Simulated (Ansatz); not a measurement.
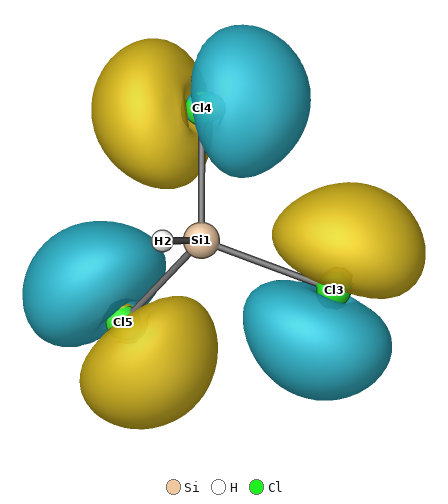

Cl3HSi. One frontier orbital at ±0.08 Å⁻³ᐟ² (yellow and cyan are the two phases), seen at a tilt.

Geometry: r2SCAN-D4/def2-SVP.

Computed with Ansatz, RKS PBE0-D4/def2-TZVP.

Input

```
crystal:
  periodic: [false, false, false]
  atoms:
    - {symbol: Si, position_ang: [0.000795, -0.001355, 0.118548]}
    - {symbol: H, position_ang: [0.008140, -0.015821, 1.593191]}
    - {symbol: Cl, position_ang: [1.927012, 0.010484, -0.580868]}
    - {symbol: Cl, position_ang: [-0.971739, 1.674424, -0.548481]}
    - {symbol: Cl, position_ang: [-0.964218, -1.667732, -0.582390]}
basis:
  gaussian: {orbitals: def2-TZVP, initial_orbitals: start.molden}
hamiltonian: {xc: pbe0, dispersion: d4}
scf: {omitted_lower_state_checks: [starts]}
output: {forces: true, orbitals: {seedname: orbitals}}
```

Run with:

```sh
ansatz run in.yaml --threads 2 --pin off --events-out ev --progress --plain --max-ram 4352MiB
```

### Which orbital is it: HOMO or LUMO?

The HOMO, at −9.39 eV. Its weight (Hirshfeld) is mainly on Cl4 (about 30 %), Cl3 (about 30 %) and Cl5 (about 30 %); largely a combination of lone pairs on Cl4, Cl3 and Cl5.
